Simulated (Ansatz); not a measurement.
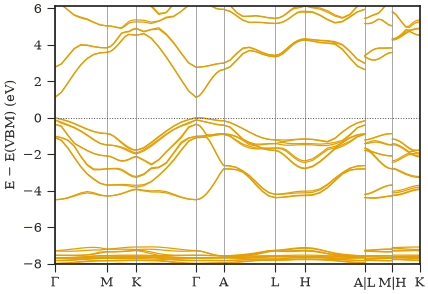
Figure. Band structure from DFT-r²SCAN with spin–orbit coupling in the program Ansatz with PAW potentials

Read off the gap and where the band edges lie.

About 1.1 eV (1.12 eV by a search for the band edges); maximum at Γ, minimum at Γ.

The material is Cd$_{2}$SeS in space group P3m1 (No. 156; Cd on 1a, Cd on 1b, Se on 1b, S on 1a).

The workflow started from a Materials Project entry (that database holds measured and hypothetical structures alike); the Crystallography Open Database copy checked does not list it. Whether it is the stable phase at ambient conditions was not checked. The r²SCAN relaxation kept the symmetry of its start; whether a distortion lowers the energy is not shown.

Potentials: the later of the program's two PAW sets.
